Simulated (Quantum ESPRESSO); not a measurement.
# Energy and gap at +3 % biaxial strain: honeycomb SbBi, 1 layer

Method. Quantum ESPRESSO 7.5 driven by ASE, PBE, GBRV ultrasoft, ESM (bc1); atomic heights clamped; cell area 15.614 Å² at zero strain.

```
strain (%)  energy (meV a cell)  gap on the mesh (eV)
        −3                38.84                 0.986
      −1.5                 8.35                 1.020
         0                 0.00                 0.964
      +1.5                11.14                 0.913
```

To predict: What are energy and gap at +3 %, and how stiff is the sheet?

**Fit.** About zero, E'' = (8.35 + 11.14 − 2 × 0.00)/1.5² = 8.66 meV per %² and E' = (11.14 − 8.35)/3 = 0.93 meV per %. With E = A K ε², where K = (C11 + C22)/2 + C12 (C11 + C12 for a hexagonal sheet), K = 8.66 × 10/(2 × 15.614) × 16.02 = 44 N/m. The parabola gives E(+3 %) = 0.00 + 3 × (0.93) + 4.5 × 8.66 = 41.8 meV. Continuing the last slope, the gap is 2 × 0.913 − 0.964 = 0.862 eV.

What the calculation gave: E = 39.8 meV and the gap 0.868 eV. The parabola misses by +2.0 meV, too high, since bonds soften under tension. The gap's line misses by −0.006 eV.

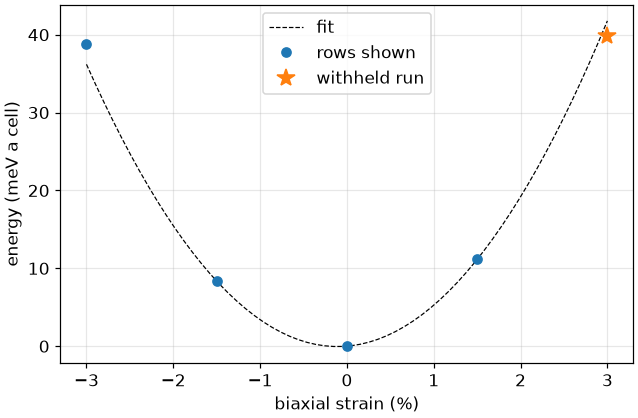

The rows shown, the fit and the withheld run.

**Limits.** Clamped heights stiffen sheets with several planes. Semilocal gap, no spin-orbit coupling.

[Logs are printed without paths, hosts, clocks, repeated set-up lines and the standing remarks that a program may print on its own settings, such as how far it seeks lower states.]
